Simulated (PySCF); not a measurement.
**C₃H₃F₃: density, localisation and related maps**

```xyz
9

F     2.3706    0.3290   -0.9398
C     1.2151    0.5399   -0.3258
C     0.2559   -0.3805   -0.2768
F     0.3916   -1.5811   -0.8358
C    -1.0616   -0.1971    0.4010
F    -1.1589    1.0574    0.9278
H     1.0985    1.5207    0.1363
H    -1.8781   -0.3591   -0.3259
H    -1.1748   -0.9467    1.2053
```

Geometry: PBE0-D3(BJ)/def2-SVP.

Level of theory: PySCF, PBE0/pcSseg-1, SCF density, gas phase, non-relativistic.

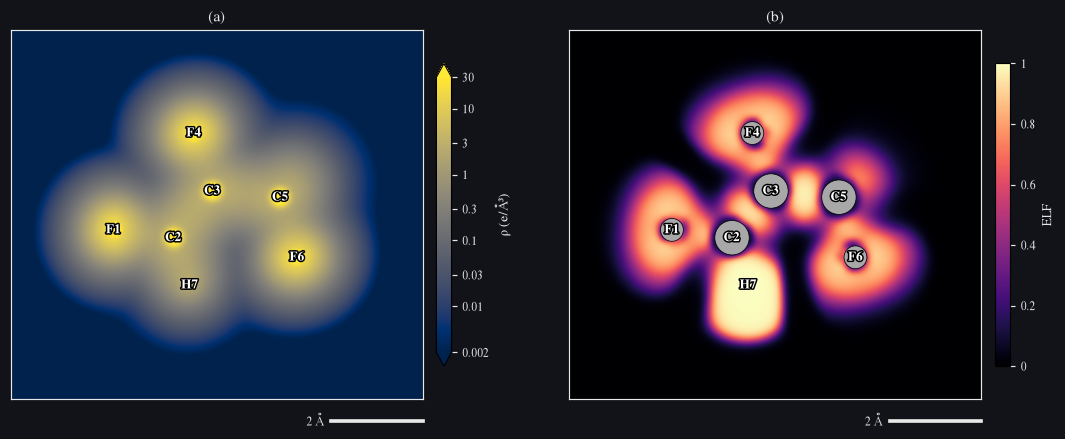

Figure 1. (a) total electron density; (b) ELF on the plane of atoms F1, C2 and H7. Grey discs cover the atomic cores in the ELF map.

> What does the map show?

Atoms in the plane: F, C and H. C–F (1.33 Å): ρ at the midpoint is about 2.4 e/Å³; the ELF peaks at about 0.85 between the atoms: a polar covalent bond. C–C (1.33 Å): the density is about 2.3 e/Å³ at the midpoint; the ELF peaks at about 0.90 between the atoms: a short, multiple covalent bond. C–H (1.09 Å): ρ at the midpoint is about 2.1 e/Å³; the ELF climbs to about 1 towards the hydrogen, as it does in any bond to H; an ordinary covalent bond to hydrogen. C–C (1.49 Å): the density is about 1.8 e/Å³ at the midpoint; the ELF peaks at about 0.95 between the atoms (a shared electron pair). The ELF also peaks beside F6, F1 and F4, away from the bonds: lone-pair regions.

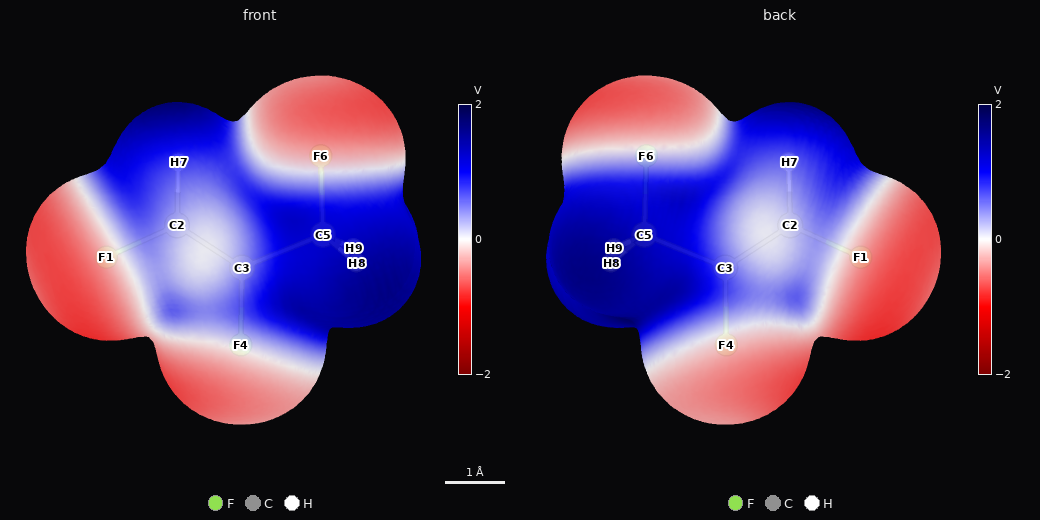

Figure 2. The electrostatic potential painted on the density surface at 0.004 e/bohr³, seen from the front and from behind; red is negative and blue positive.

> Which sites attract a positive test charge, and which a negative one?

A positive charge is drawn to the negative regions and a negative charge to the positive ones. The most negative region (about −0.8 V) lies over F1, the most positive (about +1.7 V) over C5 and H7.

> What dipole moment does the calculation give?

Its dipole moment is 1.59 D.

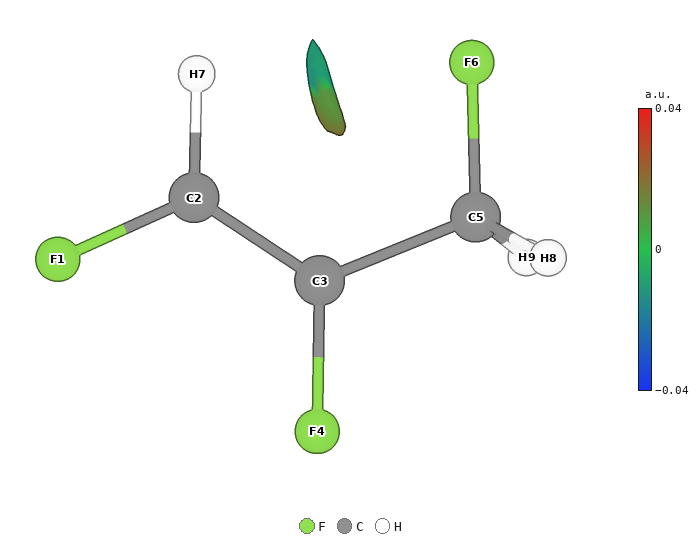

Figure 3. Non-covalent interaction (NCI) plot: the surface where the reduced density gradient is 0.6, for densities under 0.05 a.u., coloured by sign(λ₂)ρ; seen across its widest extent.

> What holds or crowds the atoms apart from the covalent bonds?

Between F6 and C5 on one side and C2 and H7 on the other: a weak contact, attractive (blue-green) on one side and crowded (olive to red) on the other.
